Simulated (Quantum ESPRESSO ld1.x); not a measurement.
The Sm³⁺ ion in the configuration [Xe] 4f5. Computed with Quantum ESPRESSO ld1.x 7.5: scalar-relativistic Kohn-Sham, Slater X-alpha with alpha = 1, spin-unpolarised, spherical densities, point nucleus.

```
 &input
    atom='Sm',
    iswitch=1,
    rel=1,
    dft='SL1-NOC',
    config='[Xe] 4f5 6s0 5d0 6p0 5f0',
    verbosity='high',
    prefix='ld1',
    max_out_wfc=37,
    file_charge='ld1.rho',
 /
```

Wanted: the radial probability densities P² of 3d, 4d and 4p, each times its occupation.

3d: outer maximum at 0.186 bohr, ⟨r⟩ = 0.229 bohr, 0 nodes, eigenvalue −1133 eV; 4p: outer maximum at 0.558 bohr, ⟨r⟩ = 0.605 bohr, 2 nodes, eigenvalue −292.6 eV; 4d: outer maximum at 0.581 bohr, ⟨r⟩ = 0.657 bohr, 1 node, eigenvalue −172.4 eV.

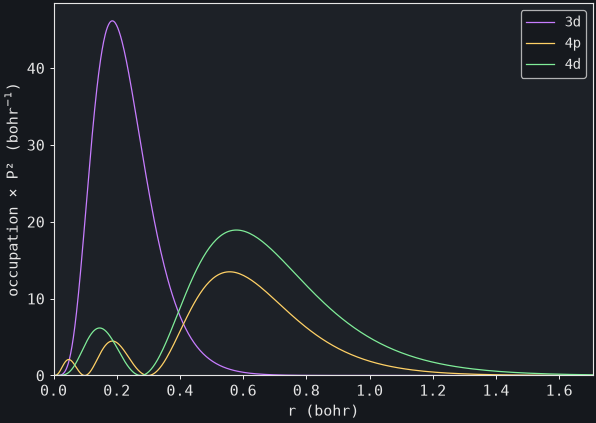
